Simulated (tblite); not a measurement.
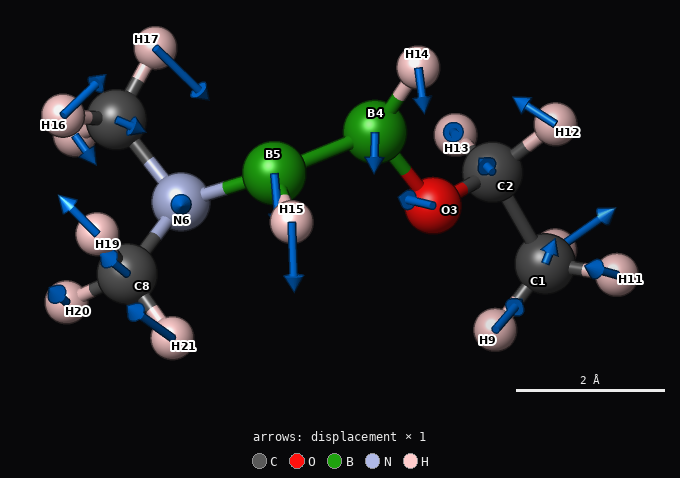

A relaxation of C4H13B2NO. The starting structure is drawn; blue arrows show the displacements, at their true length. The two geometries are superimposed by the best rigid fit.

Style: ball-and-stick. Shown at a tilt.

Level of theory: GFN2-xTB geometry optimisation, gas phase in tblite 0.8.0. 

> Atoms of which element are displaced furthest, and by how much?

Hydrogen: up to 1.19 Å, against 0.79 Å for boron.

> Describe the change and its energy.

The atom that moves furthest after the best rigid fit is an H atom (1.19 Å). Largest moves by element: H 1.19 Å, B 0.79 Å, O 0.78 Å, C 0.69 Å, N 0.55 Å. Among the contacts that change: B–N 1.534 → 1.384 Å, B–O 1.441 → 1.338 Å, C–O 1.362 → 1.408 Å, C–H 1.124 → 1.087 Å. Among the angles between lasting bonds that change: B–N–C 108.2° → 124.7°, B–N–C 112.9° → 124.2°, O–C–H 116.1° → 107.5°. Groups turn about C–O by about 70°, C–C by about 35°. The energy falls by 52.6 kcal/mol in 105 geometry steps. The run took 1.2 s on 1 thread of Arm Neoverse N1 (shared host).
